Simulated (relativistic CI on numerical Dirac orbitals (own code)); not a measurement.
# Run report: Pt²⁺, relativistic CI calculation

- system: Pt²⁺.
- method: Dirac-Coulomb-Breit CI, KLI orbitals optimised for each configuration, model QED (radiative potential, 1s self-energy scaled to tabulated hydrogen-like ionisation energies), valence Slater integrals scaled by 0.8, multiplet model of photoemission in the sudden approximation in a parametric crystal field (relativistic CI on numerical Dirac orbitals, in-house)

**Results in brief**

```tsv
quantity	value
outcome	converged
hardware	1 CPU thread, shared host
CPU time	0.65 s
```

**Remarks**

To bear in mind: free-ion energies without screening by ligands, so binding energies differ from solids by tens of eV.

**Input**
```
atom Pt  Z=78  charge=2  electrons=76
nucleus A=195  rms_radius_fm=5.4270
hamiltonian dirac-coulomb  breit=on  qed=on  c_scale=1
orbitals kli  potential=per-configuration
slater_scale 0.8
correlation none
mixing on
configurations
  [Xe] 4f14 5d8
  [Kr] 4d9 4f14 5s2 5p6 5d8
end
photoemission 4d T=80 lorentz=3.5 gauss=0.6
crystal_field D4h 10Dq=34200 Ds=1200 Dt=290
```

The program writes its results to a structured record and prints no log; tables and figures of this report are taken from that record.

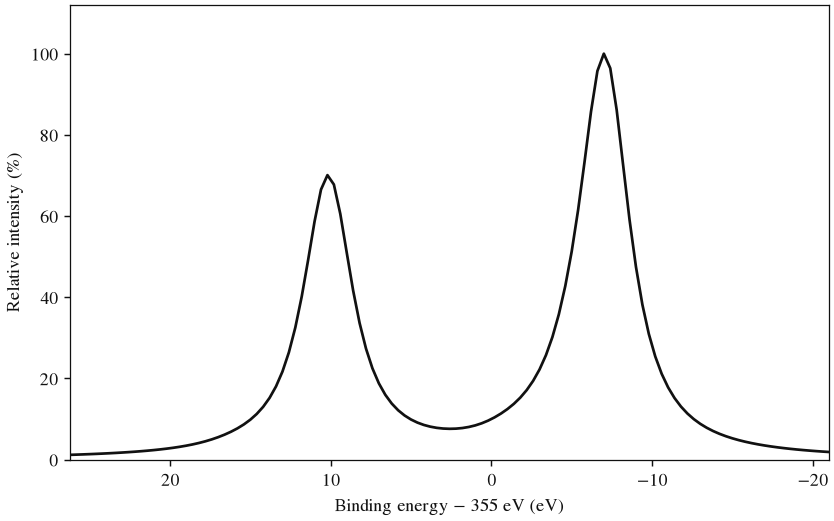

**Figure 1.** 4d photoemission of Pt²⁺, [Xe] 4f¹⁴ 5d⁸, in a field of D4h symmetry with 10Dq = 34,200, Ds = 1,200, Dt = 290 cm⁻¹. Multiplet model: relativistic Dirac–Coulomb–Breit theory, one configuration a step, Slater integrals scaled by 0.8, 80 K, Voigt broadening (Lorentzian 3.5 eV, Gaussian 0.6 eV full widths), computed with a radial Dirac CI code. The main maxima lie at 348.0 eV (100) and 365.2 eV (70), heights in % of the largest; the centroid is at 355.0 eV. The ground state has S = 0.99.
